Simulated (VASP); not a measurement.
Band structure of RbCl (rock salt). All values below come from PBE GGA with D3 dispersion (zero damping), VASP's PBE PAW potentials (set 64) (plane waves; VASP).

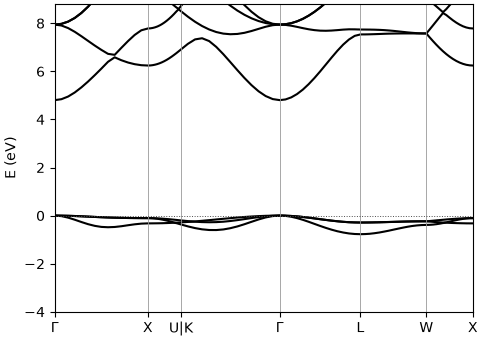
Figure. Bands along high-symmetry lines, zero at the valence-band maximum or, without a gap, the Fermi level

### Question
Read the plot: is there a gap, and where are the band edges?

### Answer
The gap is direct, 4.80 eV, from the valence maximum at Γ to the conduction minimum at Γ. (Edges off the drawn lines would not show.)

Measured: gap 8.50 eV (computed value off by -3.70 eV), as given by Aguado et al., (1998), arXiv:cond-mat/9809176.

The compound is RbCl in the rock salt structure. It was relaxed first, which changed the volume by +7 %.
